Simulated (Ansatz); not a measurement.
## C10H21N3O2: geometry relaxation (part 3 of 4)

Continued. System: C10H21N3O2 (disordered cell, 36 atoms in the cell). Method: DFT r2SCAN-D3(BJ), scalar-relativistic, plane waves, PAW, no spin polarisation (Ansatz 0.2.0); cutoff 500 eV, 1×1×1 k-mesh, Fermi–Dirac smearing of 0.02 eV. The run did not end well. It belongs to a series of runs on one base structure; here: start relaxed. The run did not end well; see the last part.

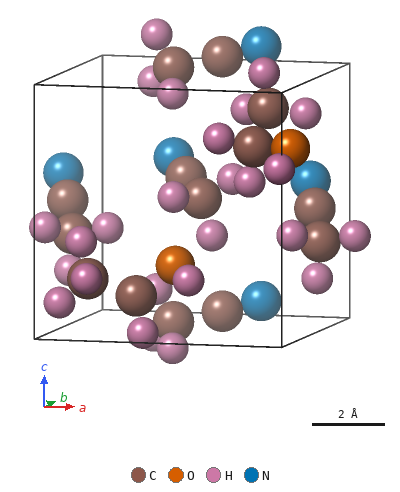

*The geometry at step 11 of the log (spheres-only view of the cell of the calculation, seen slightly off an axis).*

**Trajectory as extended XYZ, continued**
```
36
Lattice="7.1400 0.0000 0.0000 0.0000 7.1400 0.0000 0.0000 0.0000 7.1400" Properties=species:S:1:pos:R:3:forces:R:3 step=7 energy=-5144.23902
C     5.9854    3.0961    6.3624    0.0669  -0.0125   0.0320
C     5.7373    1.8960    5.4828    0.0523  -0.1205   0.0538
O     6.8710    1.0554    5.5893   -0.0296   0.0316  -0.0277
H     6.6708    0.2096    5.1698    0.0352  -0.0401  -0.0592
H     4.8215    1.3780    5.8012    0.0729  -0.0179  -0.0707
H     5.5846    2.2061    4.4405   -0.0169  -0.0029  -0.0862
H     5.2558    3.8825    6.1991    0.0196  -0.0250  -0.0391
H     5.9416    2.8033    7.4146   -0.0020  -0.0175  -0.0881
H     6.9704    3.5293    6.1540   -0.0800  -0.0860   0.0092
C     1.2804    0.3823    1.7151   -0.1312  -0.0618   0.0191
C     2.5520    1.1084    1.3496    0.0547   0.0473  -0.1490
O     3.5994    0.7655    2.2560    0.4128   0.1410  -0.3868
H     4.3936    0.5878    1.7239   -0.3881  -0.0525   0.2966
H     2.8363    0.8697    0.3142   -0.0340   0.0664   0.1770
H     2.3926    2.1959    1.3876   -0.0199  -0.0850  -0.0063
H     0.4659    0.6629    1.0410    0.0997  -0.0178   0.0595
H     1.4288   -0.6953    1.6219   -0.0165   0.1432   0.0226
H     1.0033    0.5634    2.7566    0.0320   0.0308  -0.1470
C     3.6237    4.1977    3.5966    0.0275  -0.0911   0.0530
C     2.8221    5.3044    4.0582   -0.0410   0.0361   0.0728
N     2.1723    6.1537    4.4925    0.1000  -0.1289  -0.0529
H     3.8925    4.3184    2.5470   -0.0067  -0.0198   0.0425
H     4.5616    4.1830    4.1555   -0.1501   0.0342  -0.0834
H     3.1096    3.2399    3.7411    0.0876   0.1118  -0.0382
C     0.3614    3.7240    2.4179    0.0034  -0.0434   0.1733
C    -0.3511    4.7601    3.1250    0.0465   0.2597   0.1300
N    -0.8664    5.6101    3.7121    0.1136  -0.1895  -0.0720
H     0.2683    3.8557    1.3421   -0.0773   0.0383   0.0061
H     1.4168    3.7915    2.6894   -0.1817  -0.0381  -0.0046
H     0.0098    2.7247    2.6831   -0.0306   0.1684   0.0372
C     2.7730    4.7696    7.0781   -0.1423  -0.1178   0.0832
C     3.9398    5.6073    7.1972   -0.0304  -0.1017  -0.0564
N     4.8875    6.2535    7.3092    0.0827   0.0924   0.0860
H     2.9241    4.0129    6.3055   -0.0113   0.0308   0.1372
H     2.5844    4.2621    8.0259    0.0252   0.1141  -0.1855
H     1.9110    5.3754    6.7903    0.0566  -0.0747   0.0631
36
Lattice="7.1400 0.0000 0.0000 0.0000 7.1400 0.0000 0.0000 0.0000 7.1400" Properties=species:S:1:pos:R:3:forces:R:3 step=8 energy=-5144.39336
C     6.0023    3.0058    6.3078    0.0161  -0.0048   0.0231
C     5.7863    1.8141    5.4019    0.0356  -0.0774   0.0598
O     6.9376    1.0021    5.5006    0.0163   0.1142   0.0549
H     6.7611    0.1564    5.0681    0.0010  -0.0652  -0.0848
H     4.8806    1.2663    5.6988    0.0649   0.0057  -0.0461
H     5.6293    2.1431    4.3638   -0.0223  -0.0129  -0.0376
H     5.2754    3.7953    6.1310    0.0255  -0.0438   0.0101
H     5.9335    2.6990    7.3553    0.0085  -0.0042  -0.0771
H     6.9934    3.4384    6.1312   -0.0739  -0.0601   0.0055
C     1.2914    0.4535    1.6960   -0.0721  -0.1054   0.0482
C     2.5533    1.1876    1.3103   -0.0148   0.1033  -0.0101
O     3.6115    0.9164    2.2292    0.4993   0.0001  -0.4507
H     4.3696    0.5902    1.7087   -0.4750   0.0728   0.3655
H     2.8467    0.9222    0.2898    0.0107   0.0307   0.0189
H     2.3634    2.2709    1.3101    0.0047  -0.1305   0.0096
H     0.4811    0.6980    1.0047    0.0569  -0.0170   0.0445
H     1.4537   -0.6261    1.6505   -0.0126   0.1433   0.0089
H     1.0036    0.6765    2.7262    0.0262   0.0105  -0.1170
C     3.6310    4.1793    3.5815    0.1048  -0.0384   0.0266
C     2.8247    5.2742    4.0578   -0.0035  -0.0311   0.0469
N     2.1735    6.1159    4.5026    0.0852  -0.0138  -0.0201
H     3.8865    4.3043    2.5291   -0.0097  -0.0141   0.0272
H     4.5753    4.1850    4.1282   -0.1051  -0.0179  -0.0399
H     3.1350    3.2136    3.7252    0.0923   0.0829  -0.0110
C     0.2863    3.7906    2.5148    0.0504  -0.1011   0.1218
C    -0.3490    4.8587    3.2462    0.1352   0.0186  -0.0239
N    -0.8163    5.7184    3.8536   -0.0849  -0.0642   0.0018
H     0.1606    3.9308    1.4410   -0.0442   0.0287   0.0391
H     1.3547    3.7904    2.7569   -0.2937  -0.0180  -0.0610
H    -0.1190    2.8136    2.7944    0.0122   0.1985  -0.0050
C     2.7542    4.7363    7.1248   -0.0770  -0.1773   0.0599
C     3.9266    5.5626    7.2510   -0.1186  -0.1359  -0.0505
N     4.8732    6.2055    7.3813    0.1987   0.1815   0.1171
H     2.9174    3.9475    6.3869   -0.0230   0.0557   0.1003
H     2.5363    4.2658    8.0830    0.0148   0.0788  -0.1419
H     1.9064    5.3389    6.8038   -0.0285   0.0080  -0.0128
36
Lattice="7.1400 0.0000 0.0000 0.0000 7.1400 0.0000 0.0000 0.0000 7.1400" Properties=species:S:1:pos:R:3:forces:R:3 step=9 energy=-5144.47296
C     6.0028    2.9263    6.2898   -0.0002  -0.0057   0.0126
C     5.8211    1.7427    5.3651   -0.0429  -0.0329   0.0110
O     6.9938    0.9682    5.4544    0.1139   0.0298   0.0422
H     6.8447    0.1265    4.9974   -0.0243   0.0424   0.0004
H     4.9323    1.1632    5.6485    0.0385   0.0014  -0.0180
H     5.6514    2.0830    4.3308   -0.0147  -0.0372   0.0206
H     5.2626    3.7052    6.1215   -0.0242  -0.0240   0.0236
H     5.9371    2.6024    7.3305   -0.0003  -0.0193  -0.0294
H     6.9858    3.3759    6.1238   -0.0103  -0.0133   0.0024
C     1.3143    0.5075    1.6792   -0.0102  -0.0780   0.0169
C     2.5602    1.2560    1.2625   -0.0578   0.0968   0.0623
O     3.6322    1.0753    2.1904    0.6264  -0.2445  -0.6496
H     4.3411    0.5948    1.7088   -0.5993   0.2923   0.5127
H     2.8628    0.9546    0.2562    0.0249   0.0303  -0.0160
H     2.3371    2.3289    1.2141   -0.0005  -0.1108   0.0289
H     0.5029    0.7023    0.9750    0.0275  -0.0034   0.0277
H     1.4991   -0.5676    1.6842    0.0058   0.0544   0.0236
H     1.0180    0.7748    2.6943    0.0019   0.0082  -0.0367
C     3.7210    4.1492    3.5867   -0.0379  -0.0452  -0.0073
C     2.9308    5.2529    4.0662   -0.0309  -0.0661   0.0022
N     2.2968    6.1073    4.5104   -0.0250   0.0442  -0.0422
H     3.9742    4.2717    2.5343   -0.0189  -0.0199  -0.0192
H     4.6604    4.1449    4.1336   -0.1062  -0.0579   0.0161
H     3.2202    3.1902    3.7290   -0.0250  -0.0075  -0.0244
C     0.1404    3.8299    2.5498    0.0139   0.0026   0.0269
C    -0.4352    4.9163    3.3000    0.2837   0.0650  -0.0461
N    -0.8705    5.7800    3.9239    0.0272  -0.0073  -0.0279
H    -0.0128    3.9797    1.4808   -0.0185   0.0271   0.0198
H     1.2093    3.7827    2.7626   -0.0620  -0.0062  -0.0072
H    -0.2992    2.8759    2.8418   -0.0263   0.0587  -0.0073
C     2.7340    4.7356    7.1566   -0.0587  -0.0432   0.0103
C     3.9107    5.5542    7.3118   -0.0105  -0.0470  -0.0333
N     4.8557    6.1955    7.4754    0.0264   0.0438   0.0924
H     2.9202    3.9202    6.4561   -0.0152   0.0393   0.0323
H     2.4723    4.2997    8.1161   -0.0035   0.0346  -0.0063
H     1.9035    5.3354    6.7845    0.0336   0.0003  -0.0125
36
Lattice="7.1400 0.0000 0.0000 0.0000 7.1400 0.0000 0.0000 0.0000 7.1400" Properties=species:S:1:pos:R:3:forces:R:3 step=10 energy=-5144.53124
C     5.9968    2.8590    6.3067   -0.0061   0.0014  -0.0029
C     5.8748    1.6772    5.3687   -0.0453  -0.0215  -0.0194
O     7.0923    0.9722    5.4473    0.0855   0.0350   0.0442
H     6.9868    0.1306    4.9724   -0.0252   0.1273   0.0476
H     5.0199    1.0446    5.6458    0.0764   0.0170   0.0061
H     5.6786    2.0173    4.3380    0.0200  -0.0327   0.0247
H     5.2168    3.6032    6.1540   -0.0270  -0.0408   0.0118
H     5.9524    2.5149    7.3406   -0.0029  -0.0038   0.0251
H     6.9575    3.3547    6.1420   -0.0212   0.0084   0.0019
C     1.3476    0.5530    1.6795    0.0372  -0.0531  -0.0386
C     2.5638    1.3247    1.2091   -0.0905   0.1131   0.1364
O     3.6625    1.2540    2.1295    0.8864  -0.9646  -1.0816
H     4.3032    0.6029    1.7183   -0.9068   0.9226   0.8265
H     2.8676    0.9823    0.2158    0.0421   0.0408  -0.0108
H     2.2984    2.3824    1.1060    0.0043  -0.1629   0.0519
H     0.5274    0.6788    0.9674    0.0599   0.0037   0.0663
H     1.5682   -0.5140    1.7490    0.0104   0.1041   0.0314
H     1.0463    0.8748    2.6771   -0.0136  -0.0273  -0.0362
C     3.6760    4.0696    3.5512    0.0475   0.1028  -0.0418
C     2.9020    5.1938    4.0086   -0.0385  -0.0075   0.1001
N     2.2847    6.0715    4.4313    0.0571   0.0051   0.0000
H     3.9544    4.1830    2.5039   -0.0111  -0.0568   0.0008
H     4.5989    4.0482    4.1209    0.0943  -0.0550   0.0632
H     3.1555    3.1227    3.6842   -0.0197  -0.0476  -0.0052
C     0.1059    3.8861    2.5484   -0.0285   0.0400   0.0120
C    -0.3920    4.9967    3.3177    0.0388  -0.0175  -0.0135
N    -0.7847    5.8687    3.9579   -0.1208  -0.1495  -0.0974
H    -0.0631    4.0579    1.4849    0.0046   0.0119   0.0087
H     1.1714    3.7667    2.7430   -0.0704  -0.0260  -0.0292
H    -0.3953    2.9635    2.8408   -0.0168   0.0181  -0.0124
C     2.7082    4.7505    7.2051   -0.0657   0.0782  -0.0686
C     3.8937    5.5510    7.3995    0.1037   0.0438  -0.0038
N     4.8406    6.1813    7.6035   -0.1456  -0.0688   0.0356
H     2.9180    3.9051    6.5481   -0.0186   0.0503   0.0107
H     2.3860    4.3585    8.1655   -0.0053   0.0584  -0.0672
H     1.9100    5.3538    6.7644    0.1123  -0.0444   0.0240
36
Lattice="7.1400 0.0000 0.0000 0.0000 7.1400 0.0000 0.0000 0.0000 7.1400" Properties=species:S:1:pos:R:3:forces:R:3 step=11 energy=-5144.59031
C     5.9701    2.8251    6.3416    0.0354   0.0136   0.0056
C     5.8859    1.6446    5.3978   -0.0765  -0.0477  -0.0127
O     7.1282    0.9791    5.4624    0.0572   0.0089   0.0241
H     7.0363    0.1370    4.9846   -0.0114   0.1474   0.0574
H     5.0566    0.9795    5.6793    0.1016   0.0475  -0.0005
H     5.6699    1.9799    4.3697    0.0462  -0.0329   0.0275
H     5.1523    3.5337    6.2049    0.0176  -0.0830   0.0372
H     5.9540    2.4712    7.3736   -0.0110   0.0139  -0.0128
H     6.9067    3.3653    6.1666   -0.0685  -0.0116   0.0080
C     1.3866    0.5672    1.6798    0.0303  -0.0836  -0.0380
C     2.5704    1.3485    1.1432   -0.0399   0.1335   0.1306
O     3.6971    1.3565    2.0348    0.6576  -1.0996  -0.9046
H     4.2834    0.6113    1.7163   -0.7585   1.0475   0.6271
H     2.8613    0.9693    0.1582    0.0260   0.0513   0.0152
H     2.2746    2.3929    0.9979    0.0239  -0.1470   0.0678
H     0.5499    0.6318    0.9759    0.0965   0.0035   0.1141
H     1.6401   -0.4891    1.8050    0.0035   0.1465   0.0275
H     1.0917    0.9334    2.6651   -0.0137  -0.0324  -0.0595
C     3.7176    3.9933    3.6099    0.0062   0.1016  -0.0187
C     2.9643    5.1351    4.0619   -0.0580   0.0694   0.0261
N     2.3645    6.0290    4.4775    0.0711  -0.0086  -0.1883
H     4.0023    4.0967    2.5629   -0.0591  -0.0482  -0.0431
H     4.6375    3.9478    4.1859    0.0207  -0.0420   0.0298
H     3.1729    3.0584    3.7385   -0.0136  -0.0096  -0.0141
C     0.0372    3.8994    2.5173    0.0173  -0.0178   0.0251
C    -0.4199    5.0131    3.3080    0.0138   0.0657   0.0538
N    -0.7842    5.8861    3.9652   -0.0477  -0.1961  -0.1468
H    -0.1041    4.1102    1.4561    0.0048  -0.0035   0.0345
H     1.0935    3.7191    2.7278   -0.0956  -0.0160  -0.0466
H    -0.5178    2.9940    2.7747    0.0331   0.0891  -0.0387
C     2.6856    4.8337    7.1564   -0.1200   0.0340   0.1356
C     3.8879    5.5954    7.4021    0.1568   0.0298   0.0406
N     4.8462    6.1939    7.6494   -0.2176  -0.1331  -0.0028
H     2.8998    3.9726    6.5211   -0.0368   0.0705   0.0313
H     2.3011    4.4671    8.1067    0.0500   0.0468  -0.0841
H     1.9314    5.4591    6.6682    0.1590  -0.1071   0.0927
36
Lattice="7.1400 0.0000 0.0000 0.0000 7.1400 0.0000 0.0000 0.0000 7.1400" Properties=species:S:1:pos:R:3:forces:R:3 step=12 energy=-5144.66300
C     5.9529    2.7745    6.4070    0.0659   0.0819  -0.0065
C     5.9151    1.6060    5.4454   -0.1358  -0.0510   0.0117
O     7.1825    0.9843    5.4884    0.0442  -0.0300   0.0110
H     7.1033    0.1475    5.0009    0.0303   0.1270   0.0402
H     5.1174    0.9028    5.7265    0.0978   0.0711  -0.0155
H     5.6806    1.9438    4.4229    0.0347  -0.0073   0.0251
H     5.0852    3.4320    6.2996    0.0930  -0.1392   0.0152
H     5.9769    2.4032    7.4342   -0.0125   0.0388  -0.0973
H     6.8521    3.3778    6.2204   -0.1554  -0.0788   0.0242
C     1.4454    0.5819    1.7136    0.0002  -0.1040  -0.1249
C     2.5787    1.3671    1.0719   -0.0305   0.0859   0.1318
O     3.7488    1.4580    1.9021    0.3516  -1.0045  -0.6040
H     4.2713    0.6365    1.7063   -0.5127   0.9776   0.3602
H     2.8350    0.9425    0.0930    0.0008   0.0502   0.0649
H     2.2498    2.3951    0.8837    0.0287  -0.2129   0.1036
H     0.5772    0.5683    1.0396    0.1869   0.0280   0.1905
H     1.7433   -0.4560    1.9056   -0.0333   0.2895  -0.0311
H     1.1736    1.0034    2.6857   -0.0026  -0.0512  -0.1257
C     3.7083    3.9755    3.5668   -0.0225   0.0172  -0.0259
C     3.0049    5.1638    3.9875   -0.0756   0.0903   0.1539
N     2.4442    6.0962    4.3766    0.1449  -0.2003  -0.1250
H     3.9498    4.0091    2.5009   -0.0704  -0.0503   0.1102
H     4.6506    3.9249    4.1108   -0.0801  -0.0293   0.0103
H     3.1364    3.0642    3.7644    0.0505   0.1153  -0.0283
C    -0.0316    3.9120    2.4517    0.0536  -0.1108   0.0187
C    -0.4499    5.0166    3.2770   -0.0065   0.1470   0.1331
N    -0.7827    5.8833    3.9609    0.0399  -0.2445  -0.1838
H    -0.1379    4.1751    1.3954   -0.0071  -0.0365   0.1318
H     1.0118    3.6654    2.6776   -0.1907   0.0106  -0.0670
H    -0.6405    3.0228    2.6578    0.1157   0.2126  -0.0606
C     2.6639    4.8774    7.2013   -0.1994   0.1293   0.0692
C     3.8940    5.5780    7.4996    0.2904   0.0975   0.0967
N     4.8722    6.1276    7.7881   -0.4244  -0.2268  -0.1181
H     2.8721    3.9793    6.6154   -0.0266   0.0903   0.0198
H     2.1887    4.5733    8.1406    0.1429   0.1219  -0.3178
H     1.9874    5.5277    6.6270    0.2146  -0.2036   0.2094
36
Lattice="7.1400 0.0000 0.0000 0.0000 7.1400 0.0000 0.0000 0.0000 7.1400" Properties=species:S:1:pos:R:3:forces:R:3 step=13 energy=-5144.73892
C     5.9861    2.7337    6.4265    0.0344   0.1167  -0.0255
C     6.0166    1.5765    5.4525   -0.1124  -0.0500   0.0444
O     7.3279    1.0415    5.4659   -0.0620  -0.0099  -0.0387
H     7.2910    0.2088    4.9688    0.0625   0.0865   0.0529
H     5.2757    0.8175    5.7425    0.1073   0.0762  -0.0463
H     5.7454    1.9100    4.4383    0.0093  -0.0168   0.0199
H     5.0581    3.3113    6.3550    0.1333  -0.1484   0.0089
H     6.0645    2.3535    7.4464    0.0101   0.0398  -0.0753
H     6.8241    3.4155    6.2246   -0.1543  -0.0972   0.0353
C     1.4451    0.5727    1.6940    0.0375  -0.0826  -0.1072
C     2.5209    1.3819    0.9898   -0.0738   0.0724   0.0599
O     3.7119    1.5461    1.7683    0.1499  -0.4822  -0.2694
H     4.2363    0.7307    1.6379   -0.2451   0.4717   0.1580
H     2.7576    0.9469    0.0110   -0.0088   0.0242   0.0532
H     2.1421    2.3881    0.7946    0.0107  -0.1423   0.0411
H     0.5595    0.4979    1.0515    0.1410   0.0166   0.1407
H     1.7983   -0.4378    1.9173   -0.0413   0.1753  -0.0266
H     1.1804    1.0162    2.6561   -0.0062  -0.0118  -0.0725
C     3.6759    3.9686    3.6363   -0.0123  -0.0021  -0.0408
C     2.9905    5.1758    4.0299   -0.0798   0.1441   0.1218
N     2.4412    6.1258    4.3915    0.1683  -0.2133  -0.1226
H     3.9002    3.9630    2.5667   -0.0517  -0.0314   0.0923
H     4.6226    3.9157    4.1721   -0.0380  -0.0079   0.0154
H     3.0902    3.0745    3.8651    0.0267   0.0712  -0.0163
C    -0.0682    3.9142    2.4414    0.0287  -0.0634  -0.0032
C    -0.4383    5.0174    3.2899   -0.0311   0.1525   0.1487
N    -0.7338    5.8852    3.9893    0.0257  -0.1914  -0.1462
H    -0.1966    4.1933    1.3932    0.0036  -0.0171   0.0851
H     0.9700    3.6316    2.6350   -0.1071   0.0070  -0.0396
H    -0.6963    3.0433    2.6493    0.0609   0.1167  -0.0385
C     2.6391    4.8929    7.2061   -0.1189   0.0723   0.0390
C     3.8716    5.5730    7.5297    0.2933   0.1080   0.0961
N     4.8499    6.1110    7.8359   -0.3489  -0.1724  -0.1161
H     2.8399    4.0163    6.5883   -0.0179   0.0465   0.0253
H     2.1602    4.5632    8.1292    0.0826   0.0707  -0.1809
H     1.9714    5.5650    6.6560    0.1252  -0.1288   0.1285
36
Lattice="7.1400 0.0000 0.0000 0.0000 7.1400 0.0000 0.0000 0.0000 7.1400" Properties=species:S:1:pos:R:3:forces:R:3 step=14 energy=-5144.79803
C     5.9905    2.6990    6.4192   -0.0752   0.2648  -0.0199
C     6.0841    1.5470    5.4424   -0.0291  -0.1031   0.0752
O     7.4461    1.1279    5.4084   -0.2797  -0.0208  -0.1085
H     7.4634    0.2875    4.9230    0.0507   0.1234   0.0851
H     5.4227    0.7230    5.7597    0.2077   0.2086  -0.1056
H     5.7498    1.8604    4.4389    0.0391  -0.0791   0.0659
H     4.9947    3.1737    6.4008    0.3803  -0.2334   0.0168
H     6.1579    2.3246    7.4325    0.0101   0.0985  -0.1213
H     6.7451    3.4693    6.1775   -0.2735  -0.2515   0.0958
C     1.4362    0.5616    1.6877    0.0714  -0.0427  -0.1106
C     2.4488    1.3885    0.9139   -0.0905   0.0032   0.0370
O     3.6548    1.6380    1.6415   -0.1369   0.0652  -0.0884
H     4.1899    0.8372    1.5839    0.0281  -0.0434   0.0200
H     2.6711    0.9284   -0.0554    0.0013   0.0095   0.0304
H     2.0153    2.3657    0.6965    0.0081  -0.0925   0.0062
H     0.5367    0.4160    1.0808    0.0952   0.0060   0.0976
H     1.8457   -0.4149    1.9524   -0.0348   0.1066  -0.0360
H     1.1750    1.0403    2.6316   -0.0228   0.0143  -0.0107
C     3.6690    3.9409    3.7017   -0.0300   0.0160  -0.0411
C     3.0388    5.1897    4.0575   -0.1391   0.2831   0.1332
N     2.5309    6.1766    4.3824    0.1981  -0.3538  -0.1176
H     3.8716    3.8805    2.6299   -0.0393  -0.0146   0.0733
H     4.6190    3.8658    4.2281   -0.0244  -0.0064   0.0250
H     3.0450    3.0849    3.9711    0.0265   0.0517  -0.0033
C    -0.0980    3.9355    2.4483    0.0176  -0.0006  -0.0196
C    -0.4382    5.0261    3.3258   -0.0068   0.1289   0.1250
N    -0.7115    5.8856    4.0440    0.0528  -0.1489  -0.1157
H    -0.2250    4.2433    1.4103    0.0034   0.0145   0.0073
H     0.9289    3.6139    2.6261   -0.0227   0.0079  -0.0085
H    -0.7495    3.0825    2.6331   -0.0163  -0.0053   0.0003
C     2.6403    4.8935    7.2248    0.0036  -0.0037  -0.0506
C     3.8668    5.5778    7.5488    0.2207   0.0796   0.0614
N     4.8376    6.1263    7.8525   -0.1663  -0.0804  -0.0505
H     2.8394    4.0248    6.5978    0.0067   0.0054   0.0215
H     2.1678    4.5577    8.1406   -0.0207  -0.0243   0.0295
H     1.9701    5.5624    6.6879   -0.0131   0.0174   0.0013
```
